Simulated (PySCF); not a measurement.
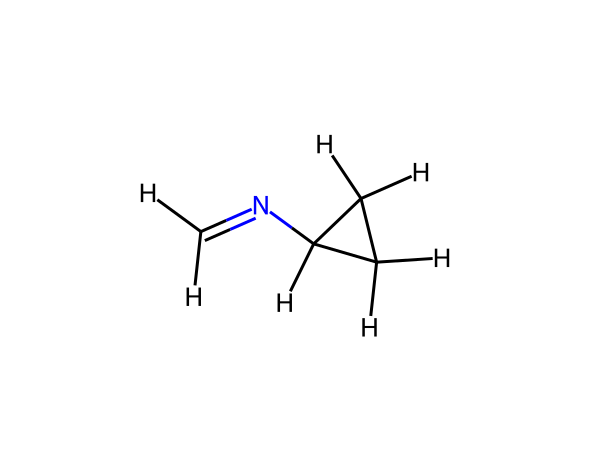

The geometry was computed by an optimisation with GFN2-xTB. No frequency run is at hand to confirm it as a minimum. Method: B3LYP/pcJ-1, gas phase (PySCF 2.14.0).

What does the calculation give?

The species is C4H7N (`C=NC1CC1`).
- dipole moment: 1.28 D
- HOMO energy (Kohn–Sham orbital): −7.02 eV
- LUMO energy (Kohn–Sham orbital): −0.34 eV
- HOMO–LUMO gap: 6.67 eV
